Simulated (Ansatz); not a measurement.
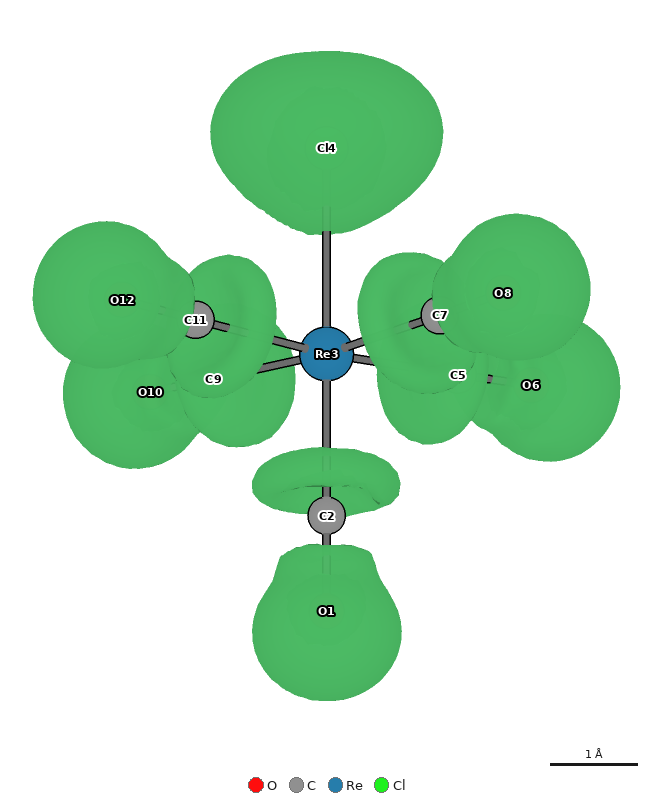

Figure. C5ClO5Re (SMILES [O+]#[C][Re-5]([Cl])([C]#[O+])([C]#[O+])([C]#[O+])[C]#[O+]). Isosurface of the electron localisation function at 0.75 (green), seen from one side. Only the valence region is drawn (cores and ρ < 0.01 e/Å³ removed).

Geometry: PBE0-D4/def2-TZVP; core potentials replace the inner electrons of Re.

Method: Ansatz 0.2.0, RKS PBE0-D4/def2-TZVPP.

```xyz
12

O     0.7097   -0.5452    2.8010
C     0.4337   -0.3331    1.7114
Re   -0.0336    0.0258   -0.1327
Cl   -0.6283    0.4823   -2.4782
C    -1.2302    1.5598    0.3833
O    -1.9048    2.4233    0.6630
C    -1.6102   -1.2234   -0.0623
O    -2.4983   -1.9230   -0.0329
C     1.5034    1.3054   -0.3593
O     2.3641    2.0260   -0.4968
C     1.1236   -1.4777   -0.8045
O     1.7710   -2.3202   -1.1920
```

Identify the bonds, lone pairs and shells in this picture.

The surface consists of five lobes of the valence shell of C pointing towards Re (polar bonds), five regions on O in which the atom's valence shell and bonds are merged and one region wrapped around Cl (its valence shell). Along the contacts the grid gives the following. C–O (1.13 Å): the ELF peaks at about 0.85 between the atoms: a multiple bond. C–Re (1.94 Å): the ELF peaks at about 0.90 in the valence shell of C, 0.6 Å from its nucleus, and is about 0.25 at the midpoint.
